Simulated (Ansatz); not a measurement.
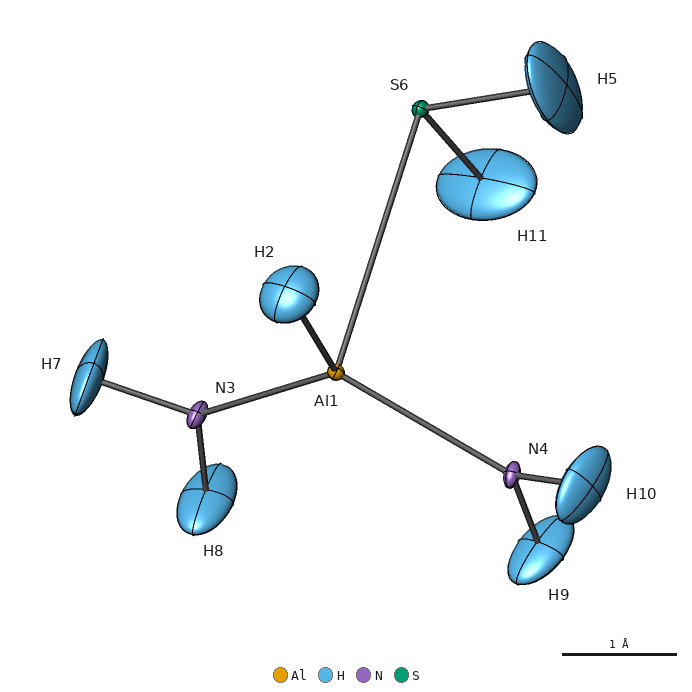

Displacement ellipsoids at the 50 % level, from the internal vibrations of the free molecule (harmonic, no overall translation or rotation; no half-axis is drawn under 0.075 Å). Vibrations computed with RKS PBE0-D4/def2-TZVP (Ansatz 0.2.0). Temperature: 0 K (zero-point motion alone).

List U_eq and the three principal root-mean-square amplitudes for each kind of atom.

| atom | U_eq (Å²) | rms amplitudes (Å) |
| --- | --- | --- |
| Al1 | 0.0015 | 0.033, 0.035, 0.047 |
| H2 | 0.0239 | 0.098, 0.170, 0.183 |
| N3 | 0.0037 | 0.032, 0.045, 0.089 |
| N4 | 0.0032 | 0.031, 0.046, 0.081 |
| H5 | 0.0526 | 0.084, 0.235, 0.309 |
| S6 | 0.0013 | 0.017, 0.033, 0.051 |
| H7 | 0.0326 | 0.079, 0.150, 0.263 |
| H8 | 0.0371 | 0.078, 0.155, 0.285 |
| H9 | 0.0327 | 0.075, 0.157, 0.261 |
| H10 | 0.0311 | 0.080, 0.148, 0.254 |
| H11 | 0.0544 | 0.079, 0.228, 0.324 |
